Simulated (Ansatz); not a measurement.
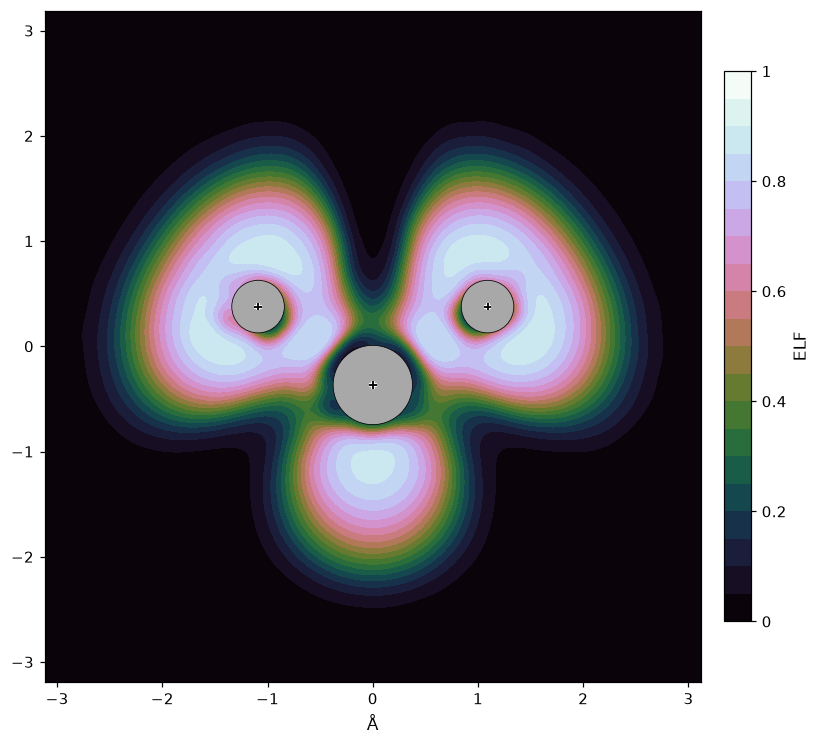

The electron localisation function on a plane through atoms (crosses mark nuclei in the plane; grey discs cover the cores).

Method: UKS PBE0-D4/def2-TZVPP (Ansatz 0.2.0).

Candidates:
A. H$_{5}$OSi$_{2}$ (SMILES [SiH2]O[SiH3]) (doublet)
B. CHF$_{2}$ (SMILES F[CH]F) (doublet)
C. CH$_{2}$NSn (SMILES N#[C][SnH2]) (doublet)

Question: Which system is this?

Answer: Candidate B: CHF$_{2}$ on the plane of atoms F1, C2 and F3, which holds F and C. C–F (1.32 Å): the ELF peaks at about 0.85 between the atoms: a polar covalent bond.
